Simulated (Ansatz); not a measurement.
Stretching the Se4–H5 bond in AlH3Se (SMILES [AlH2][SeH]) (multiplicity 1 held, fragments rigid). Energies count from the point at 1.472 Å.
Geometry at that point (charge 0, multiplicity 1):
```xyz
5

Al     0.3641     0.0275    -1.5573
H     -0.6985    -0.5698    -2.5521
H      1.7454     0.6424    -1.9937
Se    -0.2012    -0.0305     0.6966
H      1.0606     0.6067     1.1072
```

Restricted levels (R-, RO-) in cc, def2 and unpolarised 6-31G sets keep to the state of the molecule at rest. U- levels take the lowest unrestricted solution at each point, which mixes spins at long bonds. Active spaces are followed from a long bond inwards. Levels need not reach the same state.

Cores are frozen in the correlated methods. Filled d and f shells under p-block atoms count as core.

Programs: Ansatz (Gaussian orbitals). Each number belongs to the level named beside it.

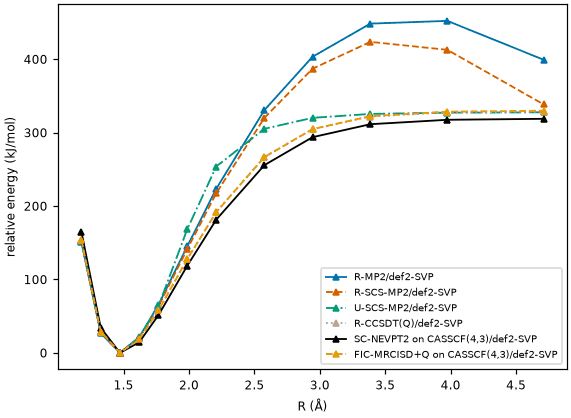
*Relative energy along the coordinate*

Task: Read off the U-SCS-MP2/def2-SVP curve at R = 2.208.

Result: about 250 kJ/mol

Doubts at one or more of the structures used: a restricted determinant that unrestricted orbitals would lower (R-MP2/def2-SVP, R-SCS-MP2/def2-SVP, R-CCSDT(Q)/def2-SVP); a spin-contaminated determinant (U-SCS-MP2/def2-SVP); other coupled-cluster roots lie near (R-CCSDT(Q)/def2-SVP); active orbitals that take no part (SC-NEVPT2 on CASSCF(4,3)/def2-SVP, FIC-MRCISD+Q on CASSCF(4,3)/def2-SVP).

Ansatz is a program for electronic structure.
